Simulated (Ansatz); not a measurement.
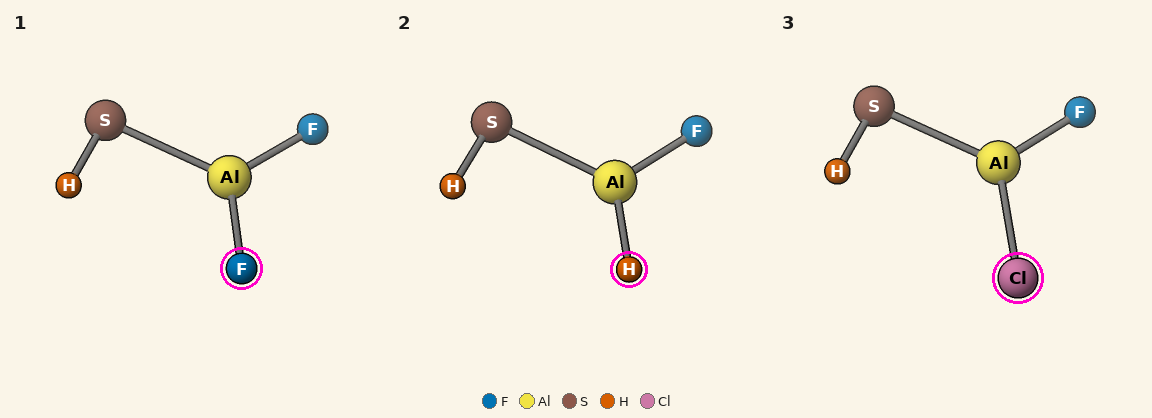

3 molecules with one skeleton, seen from the same side and at one scale; the atom that differs is circled. Each species is neutral and a spin singlet. Computed geometries: PBE0-D4/def2-TZVP optimisations, one conformation each. Properties computed with Ansatz 0.2.0.

One atom differs, called X below: F in panel 1, H in panel 2, Cl in panel 3. Their formulas are AlF2HS (`[F][Al]([F])[SH]`), AlFH2S (`[F][AlH][SH]`), AlClFHS (`[F][Al]([SH])[Cl]`).

**Rank them by the length of X–Al, lowest first (PBE0-D4/def2-TZVP).**

2 (H), 1 (F), 3 (Cl).

**Rank them by the HOMO energy (Kohn–Sham orbital), lowest first (PBE0-D4/def2-TZVPP).**

1 (F), 3 (Cl), 2 (H).

Give the values. With PBE0-D4/def2-TZVP: length of X–Al (Å), angle X–Al–S (°). With PBE0-D4/def2-TZVPP: HOMO energy (Kohn–Sham orbital) (eV), HOMO–LUMO gap (eV), vertical ionisation energy (eV). With ωB97M-V/def2-TZVPP: dipole moment (D).

| quantity | 1 (F) | 2 (H) | 3 (Cl) |
| --- | --- | --- | --- |
| length of X–Al (Å) | 1.638 | 1.569 | 2.076 |
| angle X–Al–S (°) | 121.0 | 123.9 | 122.4 |
| HOMO energy (Kohn–Sham orbital) (eV) | −8.36 | −8.08 | −8.31 |
| HOMO–LUMO gap (eV) | 7.27 | 7.11 | 7.27 |
| vertical ionisation energy (eV) | 10.87 | 10.52 | 10.67 |
| dipole moment (D) | 1.28 | 1.82 | 1.34 |
